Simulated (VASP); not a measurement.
Given:

```
CELL_PARAMETERS angstrom
      4.76648    -2.45986     0.02302
      4.76648     2.45986     0.02302
      3.47739     0.00000     4.08393
ATOMIC_POSITIONS crystal
  Fe 0.85476 0.85476 0.85476
  Fe 0.35476 0.35476 0.35476
  Fe 0.14524 0.14524 0.14524
  Fe 0.64524 0.64524 0.64524
  O  0.44075 0.05925 0.75000
  O  0.05925 0.75000 0.44075
  O  0.55925 0.94075 0.25000
  O  0.25000 0.55925 0.94075
  O  0.94075 0.25000 0.55925
  O  0.75000 0.44075 0.05925
```
Starting moments (μB, in the order of the record's atoms Fe Fe Fe Fe O O O O O O): 3.3 -3.3 3.3 -3.3 0.0 0.0 0.0 0.0 0.0 0.0.

Method: PBEsol GGA, VASP's PBE PAW potentials (set 64) (plane waves; VASP). Run with 520 eV cut-off, 6×6×6 Γ-centred mesh, tetrahedra with Blöchl corrections, potentials Fe O.

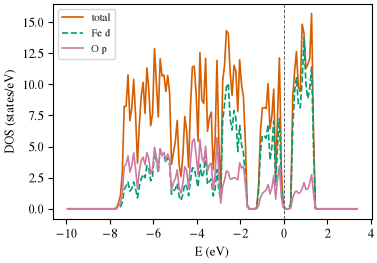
Figure. Total and projected density of states, zero at the valence-band maximum

Within 2 eV below the valence-band maximum the largest weight inside VASP's projection spheres is Fe d, then O p.

It has a band gap.

The compound is Fe2O3 in the corundum structure. It was relaxed first, which changed the volume by -5 %.
